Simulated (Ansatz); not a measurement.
# SiC (Moissanite 3C, F-43m) under uniaxial strain along [110], part 2 of 3

Aim: how do the optical modes of SiC (Moissanite 3C, F-43m) shift and split under this strain?

Ansatz 0.2.0; DFT LDA, scalar-relativistic, plane waves, PAW; PAW set soft_1.

So far. Step 3 (Tight relaxation): The forces vanish by symmetry and the pressure is 0.000 GPa, within the tolerances set. The cell now holds 10.14 Å³/atom.

## (4) Zone-centre response at rest

The modes at rest are the reference of the series, and the response to a field gives the dielectric tensor and the Born charges.

Contents of input.yaml:

```yaml
crystal:
  lattice:
    - [0.0, 2.1645341292, 2.1645341292]
    - [2.1645341292, 0.0, 2.1645341292]
    - [2.1645341292, 2.1645341292, 0.0]
  atoms:
    - { symbol: C, position: [0.75, 0.75, 0.75] }
    - { symbol: Si, position: [0.0, 0.0, 0.0] }
kpoints:
  mp_grid: { grid: [12, 12, 12] }
hamiltonian:
  xc: lda
  pseudopotentials: { kind: paw, azcp: { folder: soft_1 }, xc_functional: pbe }
scf:
  occupations: { method: fixed }
output:
  eigenvalues: true
phonons:
  method: dfpt
  dielectric: true
  rigid_motions: translations
```

The run is started by

```
> ansatz run input.yaml --threads 4 --pin off --max-ram 10240MiB --backend cpu --events-out ev --progress --plain --runs-dir out
```

Numbers of over 12 decimals in the logs are rounded to 6 here.

What it wrote:

```text
[...]
Crystal: 2 atoms, lattice volume = 20.283 Å³
Basis set: ecut = 420 eV, 411 PW (Γ), exchange–correlation on 48×48×48 points (8 copies of the dense FFT grid, shifted against one another)
Bands: 8, of which v1, the nominal top of the filled ones, is band 4 counted from 1 (3 counted from 0)
Symmetry: 24 space group operations
k-points: 280 of 1728 (irreducible under 4 space group operations, time reversal used)
[...]
SCF iter   1: F=—  HF=-853.799648 eV  |F-HF|=—  |Δ(HF+E_count)|=         —  Δρ=1.41e-1  dr2=4.89e0  ethr=3.10e-3  ⟨swp⟩=4.5  Hψ=15608  notcnv=0  defer=290
[...]
SCF iter   8: F=-852.205129 eV  HF=-852.205129 eV  |F-HF|=1.71e-12  |Δ(HF+E_count)|=  1.25e-10  Δρ=2.48e-7  dr2=5.09e-12  ethr=1.25e-12  ⟨swp⟩=7.5  Hψ=14334  notcnv=0
SCF 1 converged in 8 iterations: F = -852.205129 eV  dr2 = 5.09e-12
[...]
NSCF: frozen V_eff on 1 k-points
DFPT response loops at Γ: preconditioner auto → none (the input reference at scf.mixing.eps_inf says where Resta's filter doesn't serve); β = 0.50; Broyden in place of MSR1
── the response to a field inside a basis, on 12×12×12 k-points: an SCF that follows is theirs, and a resumed run solves both again ──
Bands: 5, of which v1, the nominal top of the filled ones, is band 4 counted from 1 (3 counted from 0)
k-points: 182 of 1728 (irreducible under 6 space group operations, time reversal used)
[...]
Eigensolver: Dense (182 Hₖ)
SCF iter   1: F=—  HF=-852.206024 eV  |F-HF|=—  |Δ(HF+E_count)|=         —  Δρ=2.50e-4  dr2=1.62e-6  ethr=1.00e-1
[...]
SCF iter   4: F=-852.206025 eV  HF=-852.206025 eV  |F-HF|=2.16e-11  |Δ(HF+E_count)|=   3.13e-8  Δρ=1.83e-6  dr2=2.32e-10  ethr=1.34e-9
SCF 1 converged in 4 iterations: F = -852.206025 eV  dr2 = 2.32e-10
[...]
SCF converged after 8 iterations
Free energy (F): -852.205129 eV
[...]
Internal energy: -852.205129 eV  (E = F + TS)
E sigma→0 (E₀):  -852.205129 eV
Fermi energy:    9.498477 eV
[...]
--- Band table (eV; the first three rows and the last of 280) ---
[...]
--- Phonons (Γ-DFPT): 2 representative perturbations + reference, on 280 of 1728 k-points (Σ response iterations 6) ---
  k mesh reduced under 4 symmetry operations, with k and −k counted as one. Each operation leaves every solved perturbation unchanged. A smaller set is not considered because the run solves the response to a homogeneous field
  ASR residual: 1.412e-4 → 0.000e0 eV/Å²; symmetrization residual: 1.794e-7 eV/Å²
  ASR residual per site (eV/Å²): 1.41e-4 2.63e-5
  Γ frequencies (cm⁻¹): 0.00 0.00 0.00 797.81 797.81 797.81
  ε∞ (high-frequency dielectric tensor):
        6.920560     0.000000    -0.000000
        0.000000     6.920560     0.000000
       -0.000000     0.000000     6.920560
  ε⁰ (static dielectric tensor: ions relaxed, cell fixed):
       10.300233    -0.000000    -0.000000
       -0.000000    10.300233     0.000000
       -0.000000     0.000000    10.300233
  ε⁰ − ε∞ (ionic part):
        3.379673    -0.000000    -0.000000
       -0.000000     3.379673     0.000000
       -0.000000     0.000000     3.379673
  softest optical mode at Γ: 797.81 cm⁻¹; the repairs (sum rule, projections) moved no ω² at Γ by more than (1.79 cm⁻¹)²
  Born effective charges Z* (e; rows j = field, columns β = displacement):
    site 0:
        -2.73128    0.00000    0.00000
         0.00000   -2.73128   -0.00000
         0.00000   -0.00000   -2.73128
    site 1:
         2.73128   -0.00000   -0.00000
        -0.00000    2.73128    0.00000
        -0.00000    0.00000    2.73128
  Z* charge neutrality: 6.989e-4 e pre-enforcement
  solved inside a basis spanned on kpoints, on 12×12×12 k-points, its susceptibility summed on 16×16×16: ε∞ is read to err by 1.9e-2, Z* by 9.3e-3 e (field_mesh: kpoints solves on kpoints); Z* is corrected for what the basis lacks
  optical modes at Γ without the LO–TO term, one row a degenerate level:
      ω (cm⁻¹)  modes    IR ((D/Å)²/amu)
        797.81      3            61.3711
  optical modes at Γ + LO–TO along q̂ = [1.0000, 0.0000, 0.0000]:
      ω (cm⁻¹)  modes    IR ((D/Å)²/amu)
        797.81      2            40.9141
        973.32      1            20.4570
  optical modes at Γ + LO–TO along q̂ = [0.0000, 1.0000, 0.0000]:
      ω (cm⁻¹)  modes    IR ((D/Å)²/amu)
        797.81      2            40.9141
        973.32      1            20.4570
  optical modes at Γ + LO–TO along q̂ = [0.0000, 0.0000, 1.0000]:
      ω (cm⁻¹)  modes    IR ((D/Å)²/amu)
        797.81      2            40.9141
        973.32      1            20.4570
```

The job ended after 9.1 s (4 threads of Arm Neoverse V2, shared host; peak memory 0.48 GiB).

This step gave:

```
sum-rule residual before enforcement                    : 1.41e-4 eV/Å²
miss of the charge sum rule                             : 6.99e-4 e
estimated error of the dielectric tensor                : 0.01880
estimated error of the Born charges                     : 0.009263 e
point group                                             : -43m
highest optical mode at the zone centre (no LO-TO term) : 797.8 cm⁻¹
lowest optical zone-centre mode                         : 797.8 cm⁻¹
mean high-frequency dielectric constant                 : 6.921
largest Born charge (third of the trace)                : -2.731 e
mean static dielectric constant                         : 10.30
top of the zone-centre spectrum with the field          : 973.3 cm⁻¹
```

Without the LO-TO term. Patterns of degenerate modes are one choice out of their space. Modes at Γ, with each element's share of the kinetic energy:

```csv
mode,frequency (cm⁻¹),symmetry,C %,Si %
1,0.0,acoustic,30,70
2,0.0,acoustic,30,70
3,0.0,acoustic,30,70
4,797.8,T2,70,30
5,797.8,T2,70,30
6,797.8,T2,70,30
```

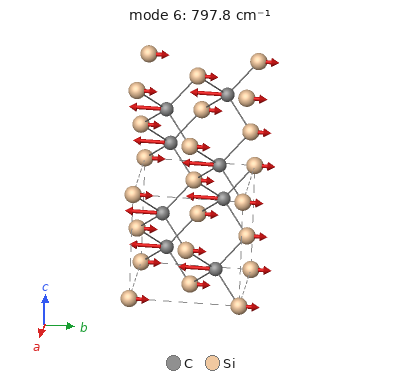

Displacement patterns of mode 6 at Γ; arrows are exaggerated. Bonds to atoms that aren't drawn are left out. 1×1×2 conventional cells are drawn. Some periodic images of atoms are drawn too.

Optical modes at the zone centre, without and with the macroscopic field of the longitudinal modes; each column is sorted by frequency, so a row need not hold one and the same mode. Modes with and without the field, by row:

```csv
rank among optical modes,no field (cm⁻¹),"q along (1, 0, 0) (cm⁻¹)"
1,797.8,797.8
2,797.8,797.8
3,797.8,973.3
```

Born charge (rows field, columns displacement) (e), principal values of the symmetric part by kind of site:

```csv
atom,atoms with these values,low,middle,high,mean
C1,1,-2.73,-2.73,-2.73,-2.73
Si2,1,2.73,2.73,2.73,2.73
```

In full for Si2:

```
2.73 0.00 0.00
0.00 2.73 0.00
0.00 0.00 2.73
```

High-frequency dielectric tensor:

```
6.92 0.00 0.00
0.00 6.92 0.00
0.00 0.00 6.92
```

Static dielectric tensor (ions relaxed, fixed cell):

```
10.30  0.00  0.00
 0.00 10.30  0.00
 0.00  0.00 10.30
```

Transverse modes. Infrared lines, with heights relative to the strongest:

```csv
position (cm⁻¹),label,relative intensity
798,T2,100
```

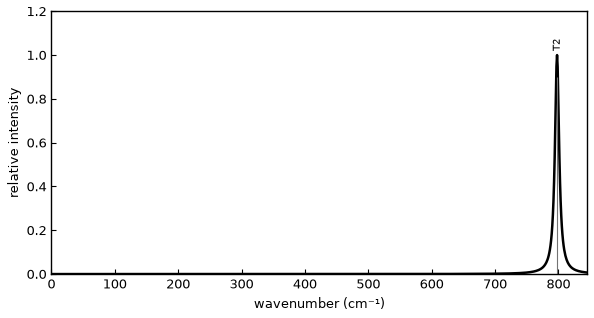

The infrared spectrum, broadened with Lorentzians of width 8 cm⁻¹; bars mark the lines.

Before it was imposed, the acoustic sum rule was missed by 1.4e-4 eV/Å² and the charge sum rule by 7.0e-4 e. Small misses are needed for a sound result but don't prove that mesh and cutoff are converged. The lowest optical mode is real, 798 cm⁻¹.

## (5) A member of the series: uniaxial strain of +4 % along [110]

The cell takes a uniaxial strain of +4 % along [110]. The strained length and the angles are held, while the rest of the cell and the atoms relax.

Contents of input.yaml:

```yaml
crystal:
  lattice:
    - [0.0412993602, 2.2098161341, 2.1395697538]
    - [2.2098161341, 0.0412993602, 2.1395697538]
    - [2.2511154944, 2.2511154944, 1.0e-10]
  atoms:
    - { symbol: C, position: [0.751331321, 0.751331321, 0.748668679] }
    - { symbol: Si, position: [-0.001331321, -0.001331321, 0.001331321] }
  conventional_axes: [[0, 0, 1], [1, -1, 0], [1, 1, -1]]
kpoints:
  mp_grid: { grid: [12, 12, 12] }
hamiltonian:
  xc: lda
  pseudopotentials: { kind: paw, azcp: { folder: soft_1 }, xc_functional: pbe }
scf:
  occupations: { method: gaussian, width: 0.02 }
output:
  forces: true
  stress: true
  eigenvalues: true
relax:
  adjacent_minimum: "off"
  f_tol: 0.001
  max_steps: 60
  cell: { stress_tol: 0.01, fix: [a, angles] }
```

What it wrote:

```text
[...]
Crystal: 2 atoms, lattice volume = 20.889 Å³
Basis set: ecut = 420 eV, 419 PW (Γ)
Bands: 8, of which v1, the nominal top of the filled ones, is band 4 counted from 1 (3 counted from 0)
Symmetry: 4 space group operations
[...]
k-points: 280 of 1728 (time reversal used)
[...]
--- Band table (eV; the first three rows and the last of 280) ---
[...]
--- Relaxed structure (4 steps of the walk, 4 accepted, 1 SCFs on fresh bases) ---
[...]
cell:  # Å, volume = 20.8179 Å³
    - [0.040629, 2.210486, 2.130974]
    - [2.210486, 0.040629, 2.130974]
    - [2.2511154944, 2.2511154944, 1.0260674666950957e-10]
  atoms:
    - { symbol: C, position: [0.751727, 0.751727, 0.748273] }
    - { symbol: Si, position: [-0.00172717, -0.00172717, 0.00172717] }
[key lines of the parts left out:]
SCF converged after 5 iterations
Free energy (F): -852.160891 eV
Fermi energy:    9.767296 eV
P = ⅓ Tr σ = -5.6684 GPa (-56.684 kbar)
```

It took 7.3 s on 4 threads; peak memory 0.37 GiB; 27 s of CPU time.

The steps of the relaxation:

```csv
step,energy less that of the first step (eV),largest force component (eV/Å),pressure (GPa),volume (Å³)
1,0.0000,0.0602,-6.30,20.89
2,-0.0004,0.0432,-5.88,20.84
3,-0.0005,0.0103,-5.60,20.81
4,-0.0005,0.0001,-5.66,20.82
5*,-0.0004,0.0001,-5.67,20.82
```

Relaxation steps marked * repeat the geometry before them on a plane-wave basis chosen anew for their cell, so energy and pressure can jump there.

The run keeps the 4 symmetry operations that it works with, so distortions that break them were not tested.

```csv
"conventional cell, symmetrised",before,after,change
a (Å),3.067,3.069,+0.1 %
b (Å),3.184,3.184,+0.0 %
c (Å),4.279,4.262,-0.4 %
volume (Å³/atom),10.44,10.41,-0.3 %
```

Final coordinates:

```xyz
2
Lattice="0.0406 2.2105 2.1310 2.2105 0.0406 2.1310 2.2511 2.2511 0.0000" Properties=species:S:1:pos:R:3 pbc="T T T"
C     3.3767    3.3767    3.2038
Si    0.0000    0.0000   -0.0074
```

Numbers from this step:

| Quantity | Value |
| --- | --- |
| pressure | -5.668 GPa |
| gap on the k-mesh | 0.8928 eV |
| volume per atom | 10.41 Å³ |

The largest force component left is 0.073 meV/Å.

## (6) Zone-centre modes of the member: uniaxial strain of +4 % along [110]

The zone-centre modes follow for uniaxial strain of +4 % along [110].

input.yaml, the sections that differ from step 5:

```yaml
crystal:
  lattice:
    - [0.0406292922, 2.2104862021, 2.1309740135]
    - [2.2104862021, 0.0406292922, 2.1309740135]
    - [2.2511154944, 2.2511154944, 1.0e-10]
  atoms:
    - { symbol: C, position: [0.7517271706, 0.7517271706, 0.7482728294] }
    - { symbol: Si, position: [-0.0017271706, -0.0017271706, 0.0017271706] }
scf:
  occupations: { method: fixed }
output:
  eigenvalues: true
phonons:
  method: dfpt
# kpoints, hamiltonian: as in step 5
# relax: removed
```

What it wrote:

```text
zone centre: on kpoints.mp_grid the ground state, and the responses unless they are solved on pairs of k-points, stand on 476 of the mesh's 1728 k-points, reduced under 2 symmetry operations, with k and −k counted as one. Each operation leaves every solved displacement unchanged or reverses it
[...]
Crystal: 2 atoms, lattice volume = 20.818 Å³
Basis set: ecut = 420 eV, 395 PW (Γ), exchange–correlation on 48×48×48 points (8 copies of the dense FFT grid, shifted against one another)
Bands: 8, of which v1, the nominal top of the filled ones, is band 4 counted from 1 (3 counted from 0)
Symmetry: 4 space group operations
k-points: 476 of 1728 (irreducible under 2 space group operations, time reversal used)
[...]
SCF iter   1: F=—  HF=-853.681398 eV  |F-HF|=—  |Δ(HF+E_count)|=         —  Δρ=1.36e-1  dr2=4.72e0  ethr=3.10e-3  ⟨swp⟩=4.5  Hψ=26588  notcnv=0  defer=652
[...]
SCF iter   8: F=-852.160891 eV  HF=-852.160891 eV  |F-HF|=5.57e-12  |Δ(HF+E_count)|=   1.21e-9  Δρ=7.40e-7  dr2=3.56e-11  ethr=1.25e-12  ⟨swp⟩=6.6  Hψ=27653  notcnv=0
SCF 1 converged in 8 iterations: F = -852.160891 eV  dr2 = 3.56e-11
[...]
SCF converged after 8 iterations
Free energy (F): -852.160891 eV
[...]
Internal energy: -852.160891 eV  (E = F + TS)
E sigma→0 (E₀):  -852.160891 eV
Fermi energy:    9.320914 eV
[...]
--- Band table (eV; the first three rows and the last of 476) ---
[...]
ASR residual: 6.455e-5 → 0.000e0 eV/Å²; symmetrization residual: 3.062e-7 eV/Å²
  ASR residual per site (eV/Å²): 6.46e-5 5.69e-5
  Γ frequencies (cm⁻¹): 0.00 0.00 0.00 747.80 769.87 799.07
  non-analytic LO–TO correction: not included (Born effective charges unavailable; polar crystals: no LO–TO splitting at Γ)
```

It took 7.5 s on 4 threads; peak memory 0.47 GiB; 27 s of CPU time.

This step gave:

| Quantity | Value |
| --- | --- |
| sum-rule residual before enforcement | 6.46e-5 eV/Å² |
| point group | mm2 |
| highest optical mode at the zone centre (no LO-TO term) | 799.1 cm⁻¹ |
| lowest optical zone-centre mode | 747.8 cm⁻¹ |

Without the LO-TO term. Patterns of degenerate modes are one choice out of their space. The modes at Γ (shares of kinetic energy by element, %):

```csv
mode,frequency (cm⁻¹),symmetry,C %,Si %
1,0.0,acoustic,30,70
2,0.0,acoustic,30,70
3,0.0,acoustic,30,70
4,747.8,B2,70,30
5,769.9,A1,70,30
6,799.1,B1,70,30
```

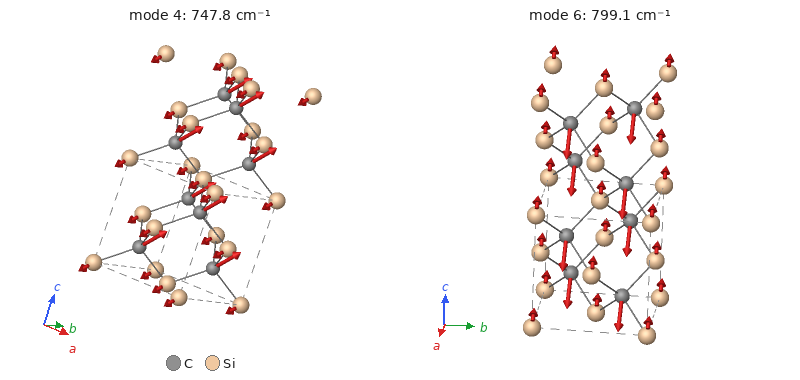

Displacement patterns of modes 4 and 6 at Γ; arrows are exaggerated. Bonds to atoms that aren't drawn are left out. 1×1×2 conventional cells are drawn. Some periodic images of atoms are drawn too.

Without the LO-TO term the lowest optical mode is real, 748 cm⁻¹, and the highest lies at 799.1 cm⁻¹.

## (7) Relaxation of a member: uniaxial strain of -4 % along [110]

The cell takes a uniaxial strain of -4 % along [110]. The strained length and the angles are held, while the rest of the cell and the atoms relax.

Contents of input.yaml:

```yaml
crystal:
  lattice:
    - [-0.0412919507, 2.1192447147, 2.1883339317]
    - [2.1192447147, -0.0412919507, 2.1883339317]
    - [2.077952764, 2.077952764, 0.0]
  atoms:
    - { symbol: C, position: [0.7484584058, 0.7484584058, 0.7515415942] }
    - { symbol: Si, position: [0.0015415942, 0.0015415942, -0.0015415942] }
  conventional_axes: [[0, 0, 1], [1, -1, 0], [1, 1, -1]]
kpoints:
  mp_grid: { grid: [12, 12, 12] }
hamiltonian:
  xc: lda
  pseudopotentials: { kind: paw, azcp: { folder: soft_1 }, xc_functional: pbe }
scf:
  occupations: { method: gaussian, width: 0.02 }
output:
  forces: true
  stress: true
  eigenvalues: true
relax:
  adjacent_minimum: "off"
  f_tol: 0.001
  max_steps: 60
  cell: { stress_tol: 0.01, fix: [a, angles] }
```

What it wrote:

```text
[...]
Crystal: 2 atoms, lattice volume = 19.649 Å³
Basis set: ecut = 420 eV, 375 PW (Γ)
Bands: 8, of which v1, the nominal top of the filled ones, is band 4 counted from 1 (3 counted from 0)
Symmetry: 4 space group operations
[...]
k-points: 280 of 1728 (time reversal used)
[...]
--- Band table (eV; the first three rows and the last of 280) ---
[...]
--- Relaxed structure (5 steps of the walk, 5 accepted, 2 SCFs on fresh bases) ---
[...]
cell:  # Å, volume = 19.7063 Å³
    - [-0.040629, 2.118582, 2.196059]
    - [2.118582, -0.040629, 2.196059]
    - [2.077952764, 2.077952764, 7.443395951487788e-19]
  atoms:
    - { symbol: C, position: [0.747900, 0.747900, 0.752100] }
    - { symbol: Si, position: [0.00209968, 0.00209968, -0.00209968] }
[key lines of the parts left out:]
SCF converged after 3 iterations
Free energy (F): -852.153300 eV
Fermi energy:    10.622424 eV
P = ⅓ Tr σ = 7.0052 GPa (70.052 kbar)
```

The job ended after 9.7 s (4 threads; peak memory 0.36 GiB).

(Continued in part 3 of 3.)

[Logs are printed without paths, hosts, clocks, repeated set-up lines and the standing remarks that a program may print on its own settings, such as how far it seeks lower states.]

[Hosts, paths, dates, database ids (printed as entryN), source tags and the programs' standing remarks are cut or masked in the printed files.]
